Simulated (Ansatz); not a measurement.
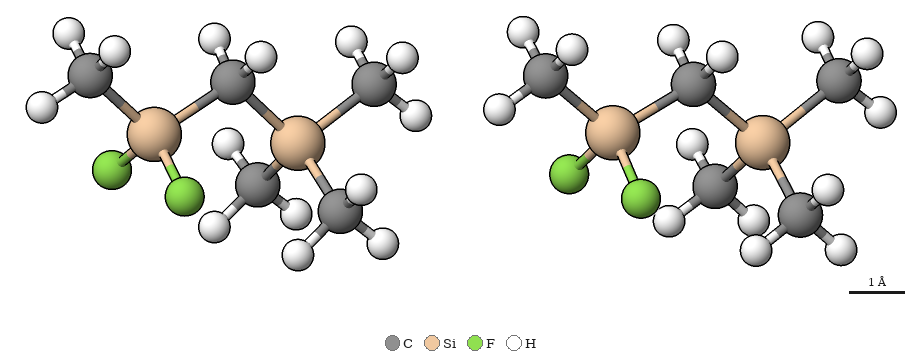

Two geometries of C5H14F2Si2 (coarse preliminary run), drawn at one scale. One is the start of a relaxation, the other its converged end. A ball-and-stick model, seen at a tilt.

All numbers below come from RKS PBE-D4/def2-SVP in Ansatz. (force threshold 0.03 eV/Å; at most 200 steps)

Question: Which geometry has the lower energy?

Answer: The right one is the relaxed one. The start comes from a force field. The atom that moves furthest after the best rigid fit is an H atom (0.15 Å). Largest moves by element: H 0.15 Å, C 0.11 Å, Si 0.10 Å, F 0.10 Å. Some distances before and after: C–Si 1.827 → 1.890 Å, C–H 1.164 → 1.108 Å, C–H 1.054 → 1.110 Å, F–Si 1.589 → 1.644 Å. Bond angles that change, for instance: F–Si–F 111.6° → 105.2°, Si–C–Si 111.3° → 116.6°, H–C–H 103.3° → 108.6°. Over 4 geometry steps the energy falls by 0.553 eV. The largest force component goes from 3 to 0.022 eV/Å. The run took about 13 s of wall time on a shared GPU.
